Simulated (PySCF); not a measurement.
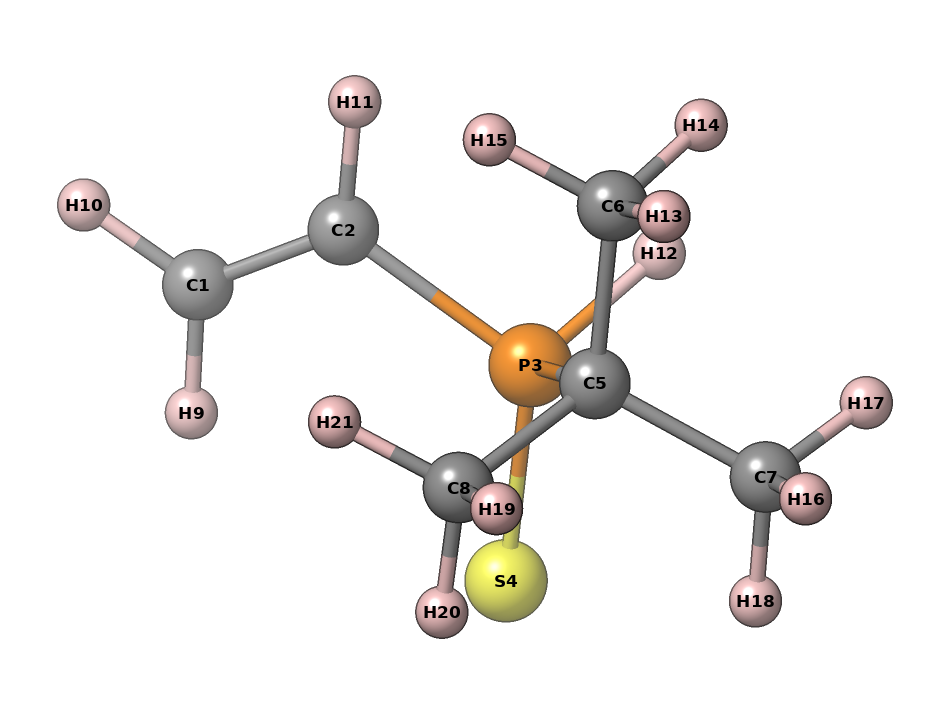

P3 lies behind C5. The molecule seen a little off the C5–P3 bond, C5 in front. Distant atoms are faded towards the background colour. The computed structure is the end point of a PBE0-D3(BJ)/def2-SVP optimisation. No frequency run is at hand to confirm it as a minimum.

Question: What is the torsion angle C6–C5–P3–S4? The sign is positive where the front bond must turn clockwise to cover the back bond.

Answer: 179°, antiperiplanar (anti). The bonds about C5–P3 are staggered.
